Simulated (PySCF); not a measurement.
# CH7AsSSi2, SMILES `C1[SiH2][AsH][SiH2]S1`: electronic structure

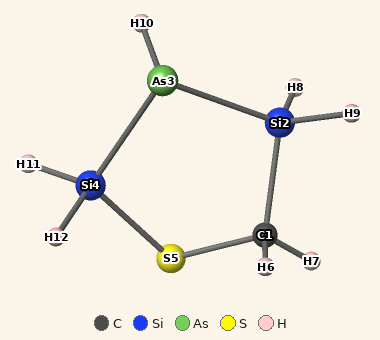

The molecule, with its atoms numbered as below. No frequency check shows the geometry to be a minimum.

Cartesian coordinates (Å):

```
C1      -1.4979    1.2546   -0.5216
Si2      0.2174    1.7048    0.2066
As3      1.4899   -0.2355   -0.0872
Si4     -0.4386   -1.5645   -0.0097
S5      -2.1691   -0.2903    0.1809
H6      -1.4518    1.1303   -1.6048
H7      -2.2424    2.0164   -0.3067
H8       0.0130    2.1219    1.5992
H9       0.7090    2.8540   -0.5684
H10      1.7552   -0.3929    1.3844
H11     -0.5640   -2.4865    1.1157
H12     -0.5977   -2.3179   -1.2617
```

## 1. Bonding charge

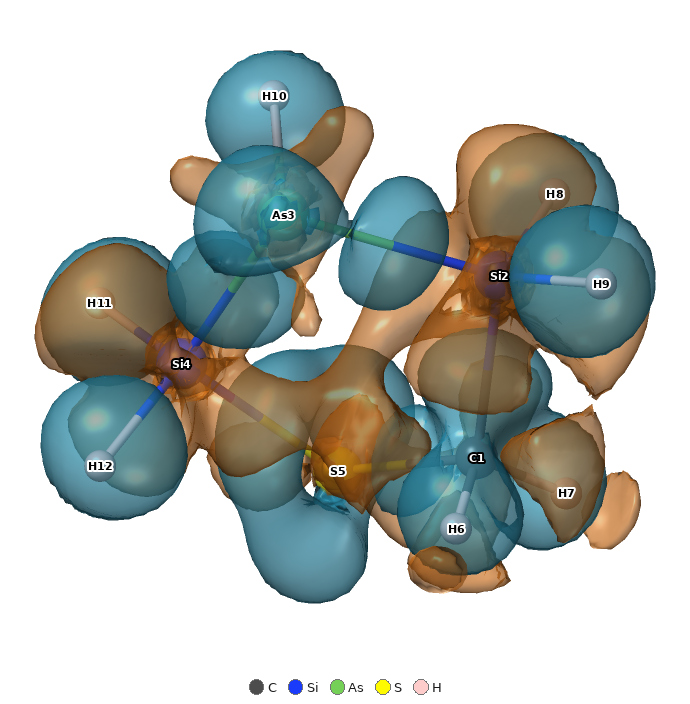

Deformation density (molecule less spherical, spin-averaged free atoms at the same positions), surfaces at ±0.04 e/Å³; light blue: gain, orange: loss.

Level of theory: B3LYP/def2-SVPD (PySCF), at a geometry from GFN2-xTB.

Describe the bonding that the map shows.

Answer. The five largest and four smallest: C1–H7: +0.68 e/Å³ at the bond critical point (bond length 1.09 Å). C1–H6: +0.68 e/Å³ at the bond critical point (bond length 1.09 Å). C1–S5: +0.23 e/Å³ at the bond critical point (bond length 1.82 Å). As3–H10: +0.23 e/Å³ at the bond critical point (bond length 1.50 Å). Si4–H11: +0.18 e/Å³ at the bond critical point (bond length 1.46 Å). As3–Si4: +0.13 e/Å³ at the bond critical point (bond length 2.34 Å). C1–Si2: +0.13 e/Å³ at the bond critical point (bond length 1.92 Å). Si2–As3: +0.12 e/Å³ at the bond critical point (bond length 2.34 Å). Si4–S5: +0.08 e/Å³ at the bond critical point (bond length 2.16 Å); up to 0.6 Å beside the axis the gain reaches +0.23 e/Å³. In all, 2.8 electrons gather in the regions of gain relative to the promolecule. A small or negative value marks a very polar bond, one between electron-rich atoms, whose free-atom densities already overlap strongly, a long bond to a heavier atom, or a closed-shell contact such as a hydrogen bond.

Where do the Hirshfeld charges lie?

Answer. The highest Hirshfeld charge is on Si2 (+0.28 e), the lowest on C1 (−0.15 e).

## 2. Electrostatic potential

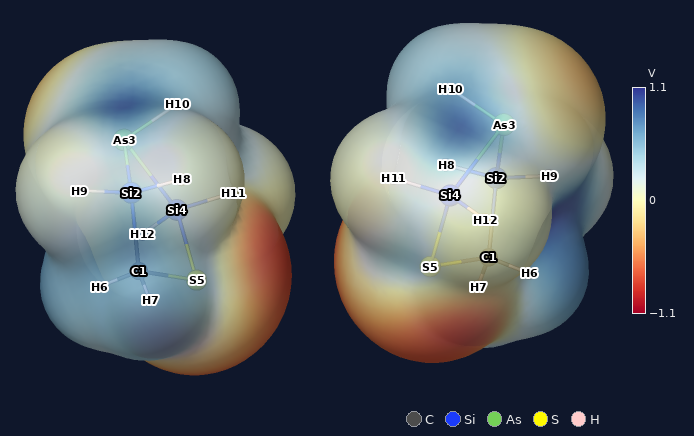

Electrostatic potential on the surface of electron density 0.001 a.u. (back view left, front view right).

Where are the extremes of the potential on the surface?

Answer. Highest: 1.07 V, 1.7 Å from H6. Further maxima include 0.94 V, near H9 (2.11 Å), Si2 (2.14 Å) and H8 (2.28 Å); 0.92 V, near Si4 (2.17 Å), H11 (2.19 Å) and H12 (2.33 Å). Lowest: −0.86 V, 2.3 Å from S5. Further minima include −0.36 V, 2.4 Å from As3; 0.10 V, 1.5 Å from H9. The surface is sampled at points, so like sites can differ by a few per cent and only the strongest of them is named.

What volume does the surface enclose, and what is the dipole moment?

Answer. About 177 Å³; the dipole moment is 1.2 D.

## 3. Removing or adding an electron

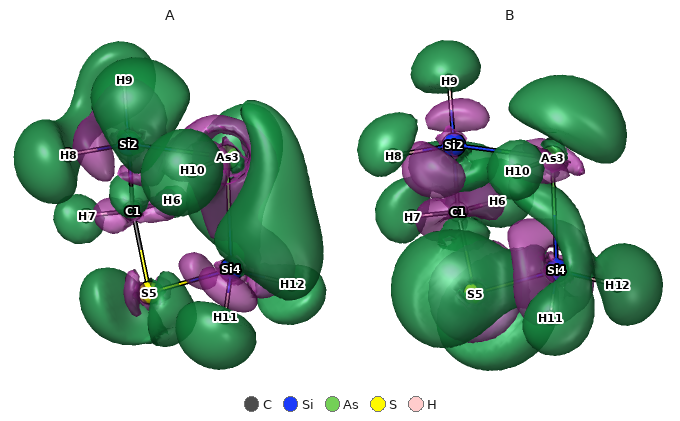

The two Fukui functions at ±0.01 e/Å³ (green positive, purple negative).

Level of theory: B3LYP/def2-SVP (PySCF), at a geometry from GFN2-xTB.

Which panel is f⁻ (electron removed) and which f⁺ (electron added)?

Answer. A is f⁺, B is f⁻. f⁻ (Hirshfeld-condensed) is largest on S5 (0.40); the vertical ionisation energy is 8.56 eV (the stability of the cation's solution wasn't checked). f⁺ (Hirshfeld-condensed) is largest on As3 (0.19), Si2 (0.16) and Si4 (0.15); the vertical electron affinity is −0.99 eV (the stability of the anion's solution wasn't checked; negative, but this basis has no diffuse functions, so it doesn't show that the anion is unbound).

What chemical potential and hardness follow from the two energies?

Answer. μ = −(I + A)/2 = −3.79 eV and η = I − A = 9.56 eV.

## 4. Magnetic shielding

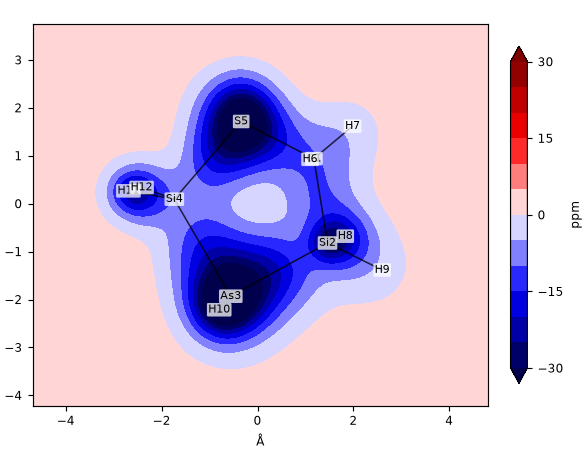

NICSzz (the component normal to the ring) 1.0 Å above the plane of the 5-membered ring C1/Si2/As3/Si4/S5; GIAO shieldings; atoms are projected onto the map; negative values mean shielding.

Level of theory: PBE0/def2-SVP (PySCF), at a geometry from GFN2-xTB.

What does the map say about the ring?

Answer. It is neither clearly shielded nor deshielded above its centre; its σ bonds alone give such values, so they don't measure π aromaticity: NICS(0) = −6.6, NICS(1) = −4.9 and −4.6, NICS(1)zz = −1.9 and −2.6 (two faces) ppm.

What absolute proton shieldings does the same calculation give?

Answer. From 26.3 ppm (H11) to 30.2 ppm (H10).
